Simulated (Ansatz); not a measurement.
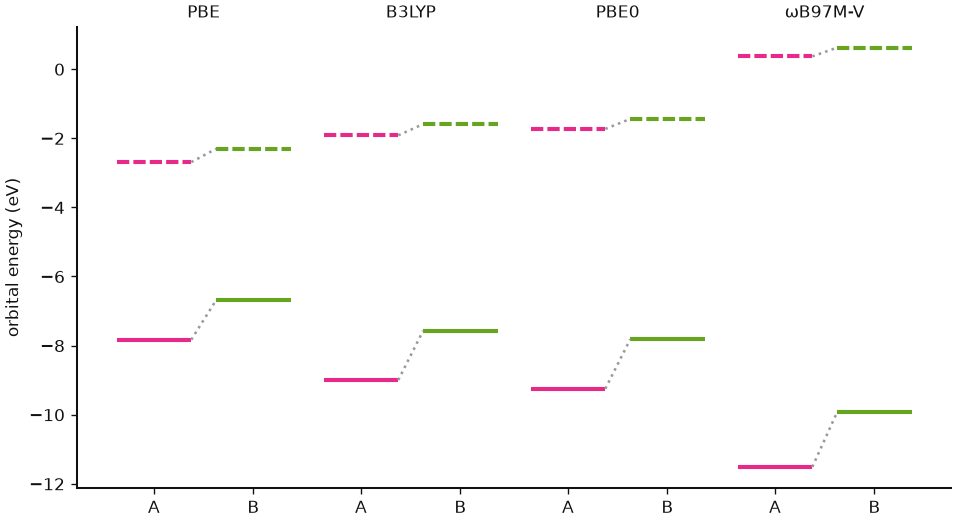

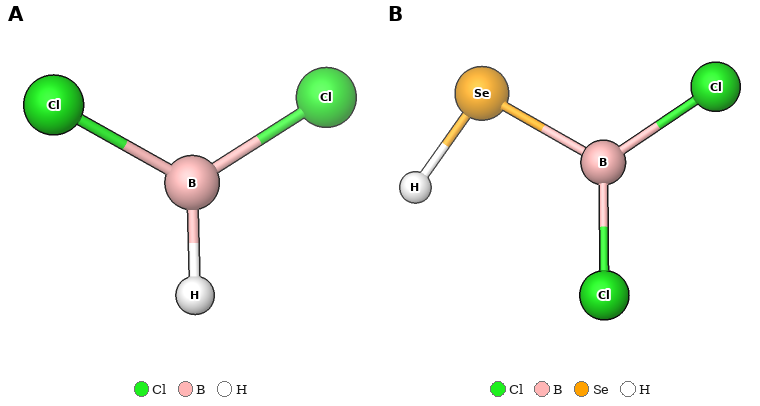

One change: A, BHCl₂ (SMILES ClBCl), becomes B, BHSeCl₂ (SMILES ClB(Cl)[SeH]). H on B is replaced by SeH. HOMO (solid) and LUMO (dashed) computed in def2-TZVPP at PBE0-D4/def2-TZVP geometries, both minima by their frequencies, gas phase, the Ansatz code 0.2.0. Empty levels above zero depend strongly on the basis.

Q: What does the change do to HOMO and LUMO?

A: PBE: the HOMO rises by 1.14 eV, the LUMO rises by 0.39 eV, and the separation goes from 5.14 to 4.38 eV. B3LYP: the HOMO rises by 1.43 eV, the LUMO rises by 0.32 eV, and the separation goes from 7.08 to 5.98 eV. PBE0: the HOMO rises by 1.43 eV, the LUMO rises by 0.29 eV, and the separation goes from 7.52 to 6.38 eV. ωB97M-V: the HOMO rises by 1.59 eV, the LUMO rises by 0.25 eV, and the separation goes from 11.88 to 10.55 eV.

Q: Do the functionals agree on the effect?

A: They agree on the direction for both levels; the HOMO shift lies between 1.14 and 1.59 eV and the LUMO shift between 0.25 and 0.39 eV, while the separations themselves differ by up to 6.7 eV between functionals.
